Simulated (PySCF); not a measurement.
## Run report: C₂H₇Al (charge +1), geometry relaxation (part 3 of 3)

The same run, continued: C₂H₇Al, charge +1, multiplicity 2; HF/6-31G*, UHF (PySCF 2.14.0). The atoms were displaced at random from an optimised geometry. The geometry is that of the parent species in another charge or spin state.

Geometry of the input (Å):
```
C  -1.2615  0.9259  -0.8066
Al 0.4635  0.0105  -0.5599
C  0.8944  -0.9219  1.0904
H  -2.0396  0.2150  -0.6107
H  -1.3822  1.3664  -1.7360
H  -1.3323  1.7302  -0.0168
H  1.5899  0.0981  -1.6980
H  0.0759  -0.9513  1.7982
H  1.2059  -1.9848  0.8737
H  1.7434  -0.4934  1.6024
```

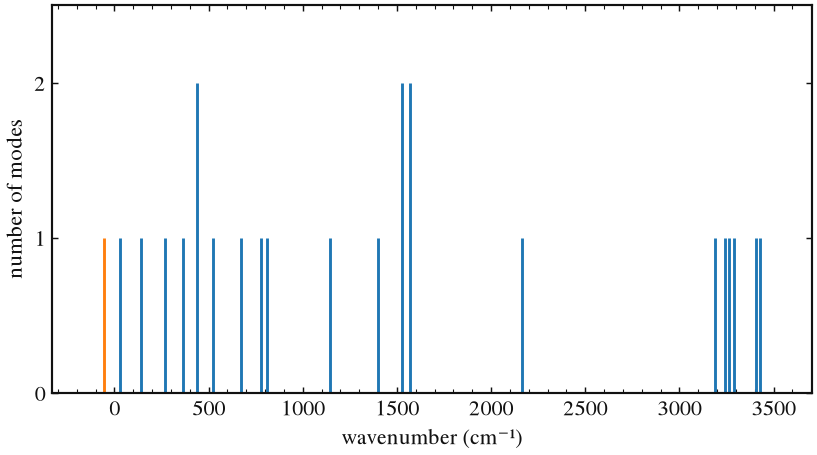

*Harmonic vibrational wavenumbers from the force constants; neighbouring modes closer than 16 cm⁻¹ are counted in one stick, and imaginary ones are drawn at negative wavenumbers.*

24 modes from 55i to 3427 cm⁻¹, 1 imaginary beyond 8i (55i cm⁻¹): not a clean minimum; so soft a mode can be a shallow saddle, an incomplete relaxation or noise of the force constants.

Results in brief

| quantity | value |
| --- | --- |
| outcome | converged |
| total energy | −321.411325 hartree |
| basis functions | 60 |
| ⟨S²⟩ | 0.758 |
| zero-point energy | 0.080177 hartree |
| wavenumbers, lowest and highest | 55i and 3427 cm⁻¹ |
| hardware | 1 thread of Intel Xeon (Sapphire Rapids), 16 GiB of memory available, shared host |
| wall time | 66 s |
| peak memory | 0.17 GiB |

Further notes kept with the run: dipole of an ion depends on the origin.
